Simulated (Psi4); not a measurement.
**C2H4N+ (SMILES CC#[NH+]), step by step**

We compute a geometry optimisation (r2SCAN/6-31G*), then vibrational wavenumbers, then the energy (MP2/cc-pVTZ) of C2H4N+. 

Program for the calculation: Psi4 1.11.

## (1) The molecule

C2H4N+: 7 atoms, total charge +1, spin state singlet. SMILES: `CC#[NH+]`. Geometry: relaxed at GFN2-xTB. The run starts from this shape.

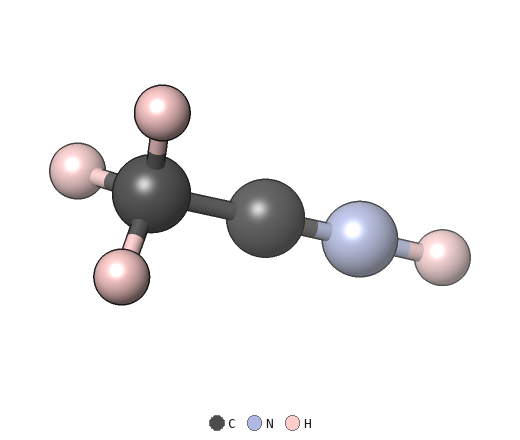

Viewed from a chosen angle; carbon dark grey, nitrogen light blue, hydrogen pink.

## (2) A structure relaxation at r2SCAN/6-31G(d) (density fitting, Cartesian functions) (run 1)

Contents of c2h4n.py:

```python
import psi4

psi4.set_memory(1600000000)
psi4.set_num_threads(1)
psi4.set_output_file('output.dat', False)

geom = psi4.geometry("""
1 1
C     -0.685640     0.519420    -0.277750
C      0.367920    -0.273690     0.149730
N      1.239250    -0.933880     0.500800
H     -1.494910    -0.109310    -0.664790
H     -0.352000     1.194970    -1.072680
H     -1.070300     1.117170     0.555560
H      1.995680    -1.514690     0.809120
units angstrom
symmetry c1
""")

psi4.set_options(dict(basis='6-31G*', geom_maxiter=60))

e, wfn = psi4.optimize("r2scan", return_wfn=True)
print(f'total energy {e:.8f} hartree = {e * 27.211386:.5f} eV')
print(geom.to_string(dtype='xyz', units='Angstrom'))
```

Run with:

```sh
$ python c2h4n.py
```

output.dat:

```text
[...]
  Running in c1 symmetry.
[...]
  Nuclear repulsion =   66.184252515091089
[...]
  Multiplicity = 1
[...]
  Nalpha       = 11
  Nbeta        = 11
[...]
    Number of basis functions: 53
[...]
   @DF-RKS iter   1:  -132.82581783314006    7.24504e-02   1.08689e-02 DIIS/ADIIS
[...]
   @DF-RKS iter   7:  -132.97566631342460   -4.29168e-12   9.89055e-09 DIIS
[...]
    Orbital Energies [Eh]
    ---------------------
    Doubly Occupied:
       1A    -14.508884     2A    -10.426648     3A    -10.315092
       4A     -1.200182     5A     -0.990908     6A     -0.876899
       7A     -0.707002     8A     -0.670089     9A     -0.670083
      10A     -0.592256    11A     -0.592255
[...]
  @DF-RKS Final Energy:  -132.97566631342460
   => Energetics <=
    Nuclear Repulsion Energy =             65.3197700025890526
    One-Electron Energy =                -301.2257653648646283
    Two-Electron Energy =                 121.7201949074065652
    DFT Exchange-Correlation Energy =     -18.7898658585555935
    Empirical Dispersion Energy =           0.0000000000000000
    VV10 Nonlocal Energy =                  0.0000000000000000
    Total Energy =                       -132.9756663134245969
[...]
 Multipole Moments:
 ------------------------------------------------------------------------------------
     Multipole            Electronic (a.u.)      Nuclear  (a.u.)        Total (a.u.)
 ------------------------------------------------------------------------------------
 L = 1.  Multiply by 2.5417464519 to convert [e a0] to [Debye]
 Dipole X            :          2.2075526           -2.0084689            0.1990837
 Dipole Y            :         -1.6673313            1.5148760           -0.1524553
 Dipole Z            :          0.8941263           -0.8123409            0.0817854
 Magnitude           :                                                    0.2637533
[...]
  -Total Gradient:
     Atom            X                  Y                   Z
    ------   -----------------  -----------------  -----------------
       1        0.000019890784    -0.000021114354     0.000000270853
       2       -0.000284489676     0.000203539280    -0.000068575230
       3       -0.000077334140     0.000128427693    -0.000093769445
       4       -0.000143936337     0.000108043786    -0.000058209543
       5       -0.000148348922     0.000110645040    -0.000057083438
       6       -0.000146767623     0.000110441791    -0.000064113519
       7       -0.000170898839     0.000081273926    -0.000042889381
[...]
```

On the terminal:

```text
Interior angle of 179.6 for bend B([0, 2, 6]) can't work in good torsion
Interior angle of 179.6 for bend B([0, 2, 6]) can't work in good torsion
Interior angle of 179.6 for bend B([0, 2, 6]) can't work in good torsion
Optimizer: Optimization complete!
total energy -132.97566631 hartree = -3618.45218 eV
7
1 1 C2H4N
C                    -1.009811300192     0.762852374468    -0.408851917720
C                     0.078542449444    -0.059378939720     0.032101841510
N                     0.952037726283    -0.718985071402     0.385137154928
H                    -1.815480884260     0.123583025158    -0.794856862285
H                    -0.659338588612     1.434645785999    -1.204224511244
H                    -1.383427872647     1.356340746772     0.436680578724
H                     1.718760372866    -1.300876809747     0.697068877153
```

Wall time 45 s (1 thread of Intel Xeon Platinum 8259CL at 2.50GHz (Skylake/Cascade Lake), shared host); peak memory 0.79 GiB.

Steps, from the record of the run:

```csv
step,energy from the first frame kept (eV),largest force (eV/Å)
0,0.0000,1.6307
1,-0.0392,0.4671
2,-0.0418,0.1000
3,-0.0420,0.0183
```

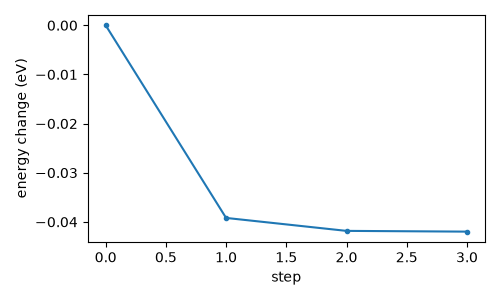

Energy along the run.

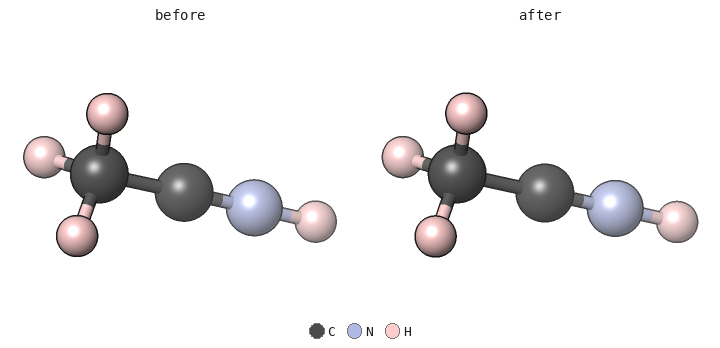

Before and after, at one scale.

After the run. Bond lengths: C1–C2 1.434 Å, C2–N3 1.150 Å, C1–H4 1.099 Å, C1–H5 1.099 Å, C1–H6 1.099 Å, N3–H7 1.012 Å. Angles: C1–C2–N3 180.0°, C2–C1–H4 109.3°, C2–C1–H5 109.3°, C2–C1–H6 109.3°, C2–N3–H7 179.8°, H4–C1–H5 109.6°, H4–C1–H6 109.6°, H5–C1–H6 109.6°.

## (3) The harmonic vibrations at r2SCAN/6-31G(d) (density fitting, Cartesian functions) (run 2)

Contents of input.dat:

```
memory 1.6 GB

molecule system {
  1 1
  C     -0.709773     0.538395    -0.287504
  C      0.378581    -0.283836     0.153450
  N      1.252076    -0.943442     0.506485
  H     -1.515442    -0.100874    -0.673509
  H     -0.359300     1.210189    -1.082876
  H     -1.083389     1.131884     0.558029
  H      2.018799    -1.525334     0.818417
}

set {
  basis 6-31G*
  t 298.15
  rotational_symmetry_number 3
}

e = frequencies('r2scan')
```

Run with:

```sh
$ psi4 -n 1 input.dat output.dat
```

output.dat:

```text
[...]
  Running in c1 symmetry.
[...]
  Nuclear repulsion =   65.319775410929992
[...]
  Multiplicity = 1
[...]
  Nalpha       = 11
  Nbeta        = 11
[...]
    Number of basis functions: 53
[...]
   @DF-RKS iter   1:  -132.83143957960604    9.24741e-03   1.07376e-02 ADIIS/DIIS
[...]
   @DF-RKS iter  10:  -132.97566481464847   -4.23483e-12   5.45953e-09 DIIS
[...]
  @DF-RKS Final Energy:  -132.97566481464847
   => Energetics <=
    Nuclear Repulsion Energy =             65.3178951459308195
    One-Electron Energy =                -301.2220567085731204
    Two-Electron Energy =                 121.7181020355676679
    DFT Exchange-Correlation Energy =     -18.7896052875738562
    Empirical Dispersion Energy =           0.0000000000000000
    VV10 Nonlocal Energy =                  0.0000000000000000
    Total Energy =                       -132.9756648146484679
[...]
  -Total Gradient:
     Atom            X                  Y                   Z
    ------   -----------------  -----------------  -----------------
       1        0.000266236924    -0.000425244153    -0.000758390221
       2       -0.000298257673     0.000237244066    -0.000000190222
       3        0.000301849539    -0.000162996605     0.000091658643
       4       -0.000128261809     0.000097482147    -0.000084975522
       5       -0.000130114287     0.000064686032    -0.000108634427
       6       -0.000407532003     0.000537920965     0.000711195415
       7       -0.000555056584     0.000371527580    -0.000234346327
[...]
  ==> Harmonic Vibrational Analysis <==
[...]
  Freq [cm^-1]                 387.1055            387.8832            526.1216
[...]
  IR activ [km/mol]             0.4825              0.4555             170.4438
[...]
  Freq [cm^-1]                 526.1463            941.1871           1040.9102
[...]
  IR activ [km/mol]            170.3064             5.2832             12.1445
[...]
  Freq [cm^-1]                1041.2107           1399.6259           1436.8978
[...]
  IR activ [km/mol]            12.1309             45.0827             28.2205
[...]
  Freq [cm^-1]                1438.0749           2384.9248           3039.4474
[...]
  IR activ [km/mol]            28.4290             94.6149             61.6216
[...]
  Freq [cm^-1]                3134.9267           3135.0174           3721.3971
[...]
  IR activ [km/mol]            36.6004             36.5705             745.4316
[...]
  Total E_0, Enthalpy at 0 [K]                                                         -132.91975803 [Eh]
[...]
  Total H, Enthalpy at  298.15 [K]                                                     -132.91479757 [Eh]
[...]
```

Standard output:

```text
Warning: used thermodynamics relations inappropriate for low-frequency modes: ['387.1055' '387.8832' '526.1216' '526.1463']
```

Run time: 7.5 min. Hardware: 1 thread of Intel Xeon Platinum 8259CL at 2.50GHz (Skylake/Cascade Lake), shared host; peak memory 0.78 GiB.

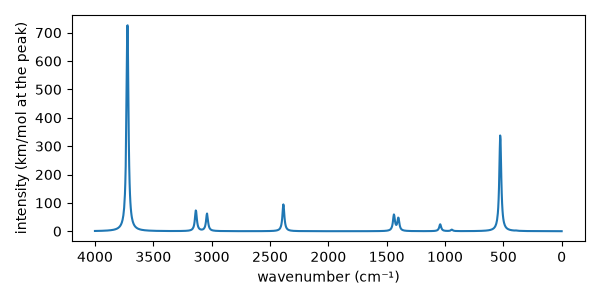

Harmonic infrared spectrum, unscaled, lines broadened by 10 cm⁻¹.

## (4) A single-point energy at MP2/cc-pVTZ (density fitting, density fitting for correlation) (run 3)

Contents of input.in:

```
memory 1600 mb

molecule {
  1 1
  C     -0.709773     0.538395    -0.287504
  C      0.378581    -0.283836     0.153450
  N      1.252076    -0.943442     0.506485
  H     -1.515442    -0.100874    -0.673509
  H     -0.359300     1.210189    -1.082876
  H     -1.083389     1.131884     0.558029
  H      2.018799    -1.525334     0.818417
  symmetry c1
}

set basis cc-pVTZ
set reference rhf
set freeze_core true

E, wfn = energy('mp2', return_wfn=True)
```

Run with:

```sh
$ psi4 input.in input.out -n 1
```

input.out:

```text
[...]
  Running in c1 symmetry.
[...]
  Nuclear repulsion =   65.319775410929992
[...]
  Multiplicity = 1
[...]
  Nalpha       = 11
  Nbeta        = 11
[...]
    Number of basis functions: 146
[...]
   @DF-RHF iter   1:  -132.22014273005169   -4.30811e-01   2.27487e-03 ADIIS/DIIS
[...]
   @DF-RHF iter  10:  -132.28518186470745   -3.47313e-11   5.01671e-09 DIIS
[...]
    Orbital Energies [Eh]
    ---------------------
    Doubly Occupied:
       1A    -15.894090     2A    -11.622630     3A    -11.493158
       4A     -1.550915     5A     -1.282349     6A     -1.119532
       7A     -0.912201     8A     -0.858598     9A     -0.858591
      10A     -0.760375    11A     -0.760375
[...]
  @DF-RHF Final Energy:  -132.28518186470745
   => Energetics <=
    Nuclear Repulsion Energy =             65.3197754109299922
    One-Electron Energy =                -300.9842891269195206
    Two-Electron Energy =                 103.3793318512820605
    Total Energy =                       -132.2851818647074538
[...]
 Multipole Moments:
 ------------------------------------------------------------------------------------
     Multipole            Electronic (a.u.)      Nuclear  (a.u.)        Total (a.u.)
 ------------------------------------------------------------------------------------
 L = 1.  Multiply by 2.5417464519 to convert [e a0] to [Debye]
 Dipole X            :          2.2047532           -2.0084677            0.1962855
 Dipole Y            :         -1.6652071            1.5148766           -0.1503305
 Dipole Z            :          0.8930541           -0.8123400            0.0807141
 Magnitude           :                                                    0.2600808
[...]
```

It took 5.1 s on 1 thread of Intel Xeon Platinum 8259CL at 2.50GHz (Skylake/Cascade Lake), shared host; peak memory 0.26 GiB.

## (5) Outcome

| quantity | value |
| --- | --- |
| run 1, r2SCAN/6-31G*: total energy at the end | -132.97567 Eh |
| run 1, r2SCAN/6-31G*: HOMO energy | -16.12 eV |
| run 1, r2SCAN/6-31G*: LUMO energy | -7.63 eV |
| run 1, r2SCAN/6-31G*: HOMO–LUMO gap | 8.48 eV |
| run 2, r2SCAN/6-31G*: lowest harmonic wavenumber | 387 cm⁻¹ |
| run 2, r2SCAN/6-31G*: highest harmonic wavenumber | 3721 cm⁻¹ |
| run 2, r2SCAN/6-31G*: zero-point energy | 146.8 kJ/mol |
| run 2, r2SCAN/6-31G*: ideal-gas entropy at 298.15 K (symmetry number 3 as used) | 59.4 cal/(mol K) |
| run 3, MP2/cc-pVTZ: total energy | -132.79316 Eh |
| run 3, MP2/cc-pVTZ: HOMO energy (Hartree–Fock orbitals) | -20.69 eV |
| run 3, MP2/cc-pVTZ: LUMO energy (Hartree–Fock orbitals) | -2.35 eV |
| run 3, MP2/cc-pVTZ: HOMO–LUMO gap (Hartree–Fock orbitals) | 18.34 eV |
| run 3, MP2/cc-pVTZ: correlation energy (3 core orbitals frozen) | -508.0 mEh |

What this shows: The optimisation (run 1, r2SCAN/6-31G*) took 4 steps and changed the energy by -0.042 eV. All 15 modes (run 2, r2SCAN/6-31G*) are real, so the shape is a minimum at this level.
